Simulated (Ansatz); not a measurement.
Input

```
crystal:
  periodic: [false, false, false]
  atoms:
    - {symbol: C, position_ang: [1.545976, -0.723726, -1.809536]}
    - {symbol: C, position_ang: [1.246096, 1.732814, 0.275882]}
    - {symbol: Si, position_ang: [2.120706, 0.814681, -1.027949]}
    - {symbol: H, position_ang: [0.582413, -1.084615, -1.422290]}
    - {symbol: H, position_ang: [1.473943, -0.570988, -2.904029]}
    - {symbol: H, position_ang: [2.316964, -1.508028, -1.679618]}
    - {symbol: H, position_ang: [3.413236, 1.368199, -1.494090]}
    - {symbol: H, position_ang: [0.295970, 1.271871, 0.581569]}
    - {symbol: H, position_ang: [1.062941, 2.768959, -0.069641]}
    - {symbol: H, position_ang: [1.910010, 1.837228, 1.156021]}
basis:
  gaussian:
    orbitals: def2-TZVPD
total_charge: 1
hamiltonian:
  xc: pbe0
output: {forces: true, orbitals: {seedname: orbitals}}
```

Run with:

```sh
ansatz run input.yaml --threads 1 --pin off --max-ram 2610MiB --events-out events.jsonl --progress --plain --runs-dir runs
```

Geometry: r2SCAN-D4/def2-SVP.

These are results of Ansatz 0.2.0, isolated molecule in a Gaussian basis; Kohn-Sham density functional theory, functional PBE0, not measurements.

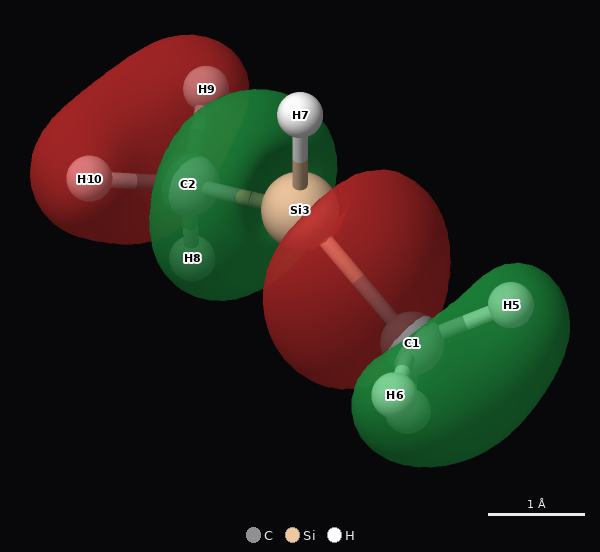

C2H7Si (SMILES C[SiH+]C) (charge +1). The HOMO at ±0.1 Å⁻³ᐟ² (green and red are the two phases), seen at an oblique angle.

Describe this orbital and give its energy.

Answer. By Hirshfeld shares it lies mainly on C1 (about 25 %), C2 (about 25 %) and Si3 (about 25 %). Its energy is −15.31 eV.
